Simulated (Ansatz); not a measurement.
# Calculations on C3H6BCl

Part 1: Relaxation

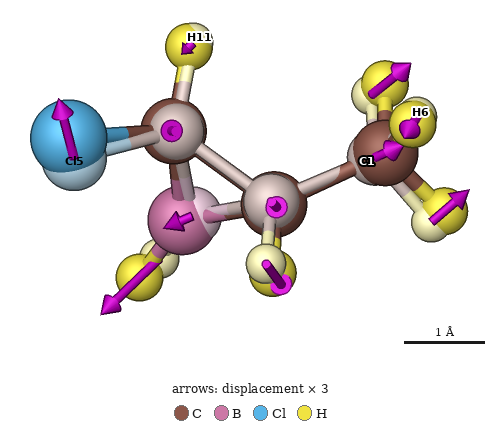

A relaxation of C₃H₆BCl. The starting structure is drawn faded, the final one solid; purple arrows show the displacements, 3 times their true length. The two geometries are superimposed by the best rigid fit.

A ball-and-stick model, seen from a free direction.

The run prepares an end point of a later path (torsion) calculation, from a guessed geometry.

Computed with Ansatz, RKS BLYP/6-31G. Settings: no spin polarisation; force threshold 0.015 eV/Å; at most 40 steps.

> Describe the change and its energy.

After 9 geometry steps the energy has fallen by 102.5 kJ/mol. Largest force component: 5.1 eV/Å at the start, 0.013 eV/Å at the end. An H atom moves most after the best rigid fit: 0.38 Å. By element the largest moves are H 0.38 Å, Cl 0.29 Å, C 0.23 Å, B 0.14 Å. Near-neighbour distances that change, for instance: C–Cl 1.707 → 1.914 Å, C–H 1.195 → 1.093 Å, B–C 1.622 → 1.537 Å, C–C 1.477 → 1.557 Å. Among the angles between lasting bonds that change: C–C–B 111.7° → 132.4°, B–C–H 109.9° → 123.7°, Cl–C–H 121.2° → 107.8°.

Part 2: Relaxation

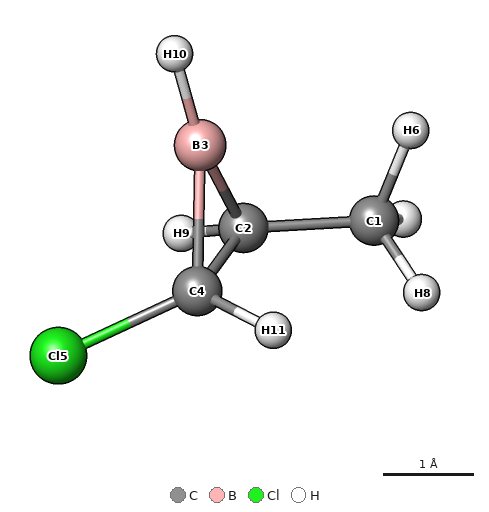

C3H6BCl, before the relaxation. A ball-and-stick model, seen at a tilt.

The run prepares an end point of a later path (torsion) calculation, from a guessed geometry.

Level of theory: RKS BLYP/6-31G (Ansatz 0.2.0).

Input
```yaml
crystal:
  periodic: [false, false, false]
  atoms:
    - { symbol: C, position_ang: [-1.0113, 0.4298, -0.8114] }
    - { symbol: C, position_ang: [0.3591, 0.2503, -0.3137] }
    - { symbol: B, position_ang: [1.19209, 1.61897, -0.3609] }
    - { symbol: C, position_ang: [1.47923, 0.30958, -1.2749] }
    - { symbol: Cl, position_ang: [2.90083, -0.56215, -0.91014] }
    - { symbol: H, position_ang: [-1.3166, 1.566, -0.7284] }
    - { symbol: H, position_ang: [-1.7863, -0.1194, -0.2584] }
    - { symbol: H, position_ang: [-1.0729, 0.2105, -1.9024] }
    - { symbol: H, position_ang: [0.56905, -0.41311, 0.54667] }
    - { symbol: H, position_ang: [1.51389, 2.69059, 0.01733] }
    - { symbol: H, position_ang: [1.15637, 0.52326, -2.40518] }
basis:
  gaussian: { orbitals: "6-31G" }
hamiltonian:
  xc: blyp
relax:
  f_tol: 0.015
  max_steps: 40
output:
  orbitals: {}
```

Launched with:
```bash
ansatz run input.yaml --threads 1 --pin off --max-ram 2048MiB --backend cpu --events-out ev --progress --plain --runs-dir out
```

Question: Where does the relaxation end?

Answer: The largest moves after the best rigid fit, 1.10 Å, are those of H6 and H8. By element the largest moves are H 1.10 Å, Cl 0.44 Å, C 0.32 Å, B 0.25 Å. Near-neighbour distances that change, for instance: C4–Cl5 1.707 → 1.914 Å, C4–H11 1.195 → 1.093 Å, B3–C4 1.622 → 1.538 Å, C2–C4 1.477 → 1.556 Å. Bond angles that change, for instance: C1–C2–B3 111.7° → 132.2°, B3–C4–H11 109.9° → 123.9°, Cl5–C4–H11 121.2° → 107.8°. Groups turn about C1–C2 by about 60°. Over 14 accepted moves (16 points after the start) the energy falls by 117.0 kJ/mol. The largest force component goes from 4.4 to 0.015 eV/Å. The line search rejected the trial steps at points 10, 11 of the run.

Step by step:

```
step  E − E(0), kJ/mol  largest force component, eV/Å      note
   0              0.00                         4.4422          
   1            -78.68                         1.9670          
   2           -103.11                         0.5864          
   3           -105.71                         0.1548          
   4           -106.83                         0.1131          
   5           -107.73                         0.2688          
   6           -108.76                         0.1793          
   7           -110.95                         0.4479          
   8           -111.99                         0.6430          
   9           -115.66                         0.2704          
  10           -109.60                         0.8796  rejected
  11           -115.60                         0.2790  rejected
  12           -116.73                         0.0810          
  13           -116.94                         0.0696          
  14           -117.00                         0.0370          
  15           -117.02                         0.0194          
  16           -117.03                         0.0146
```

Final geometry:

```xyz
11

C    -1.1191    0.3617   -0.8921
C     0.3086    0.4288   -0.3276
B     1.3103    1.6167   -0.1438
C     1.4981    0.6321   -1.3099
Cl    2.9856   -0.5721   -1.3461
H    -1.2581    1.0817   -1.7163
H    -1.8548    0.6066   -0.1066
H    -1.3494   -0.6466   -1.2781
H     0.4688   -0.2973    0.4905
H     1.7740    2.4412    0.5728
H     1.2197    0.8514   -2.3441
```

The end point in the same view:

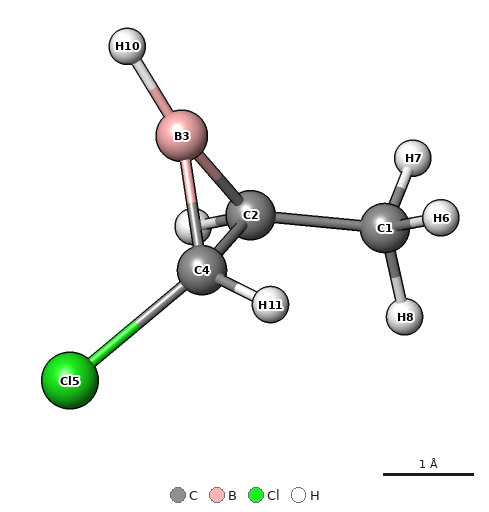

Part 3: Path

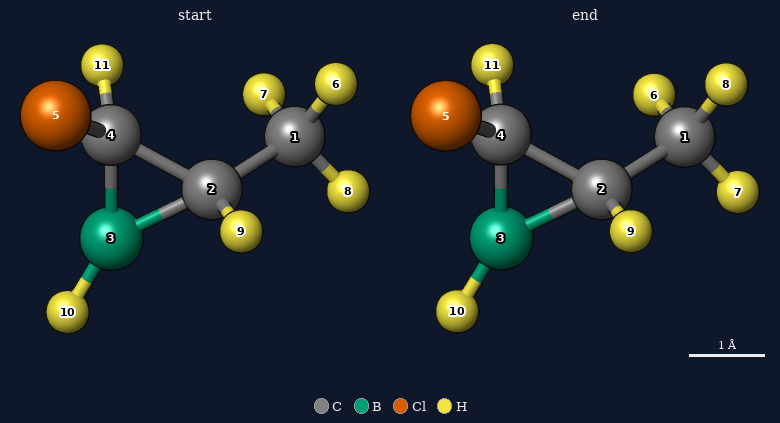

The two relaxed end points of a path for C3H6BCl. Style: ball-and-stick. Shown at a tilt.

The calculation used Ansatz, RKS BLYP/6-31G.

Run with 5 movable images; climbing image; force threshold 0.03 eV/Å; iteration limit 60.

Start:
```xyz
11

C    -1.0932    0.5691   -0.8506
C     0.2737    0.0509   -0.3786
B     0.7426   -1.3337    0.1799
C     0.5138   -0.1596    1.1452
Cl    1.9798    0.6620    2.0617
H    -1.1611    1.6667   -0.7518
H    -1.9146    0.1233   -0.2639
H    -1.2595    0.3082   -1.9103
H     1.1090    0.4971   -0.9489
H     1.2491   -2.3850   -0.0366
H    -0.3742   -0.0561    1.7746
```

End:
```xyz
11

C    -1.1036    0.5324   -0.8602
C     0.2467   -0.0378   -0.3987
B     0.6280   -1.3558    0.3535
C     0.5919   -0.0224    1.1184
Cl    2.2037    0.7767    1.7720
H    -1.9101    0.2744   -0.1530
H    -1.3786    0.1192   -1.8460
H    -1.0647    1.6324   -0.9459
H     1.0689    0.2243   -1.0898
H     1.0067   -2.4786    0.2887
H    -0.2236    0.2783    1.7816
```

Predict the minimum-energy path and its barrier.

The two ends have the same energy, and the highest point, image 3, lies 2.31 kcal/mol above the start. The motion is a rotation about the C1–C2 bond by about 120°. No bond forms or breaks between the ends. The band converged in 21 iterations. The largest component of the band force went from 240 to 0.012 eV/Å. The climbing image converged on the top of the path. Its vibrational analysis gives one imaginary mode (203i cm⁻¹), as a transition state must have.

Energies of the converged images:

| image | path (Å) | E (kcal/mol) |
| --- | --- | --- |
| 0 | 0.00 | 0.00 |
| 1 | 0.57 | 0.54 |
| 2 | 1.15 | 1.70 |
| 3 | 1.72 | 2.31 |
| 4 | 2.28 | 1.71 |
| 5 | 2.85 | 0.55 |
| 6 | 3.41 | 0.00 |

The geometry at the top of the path:

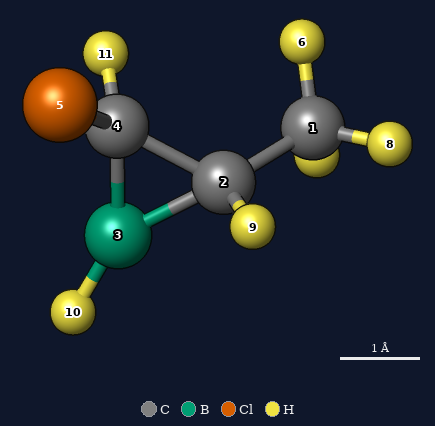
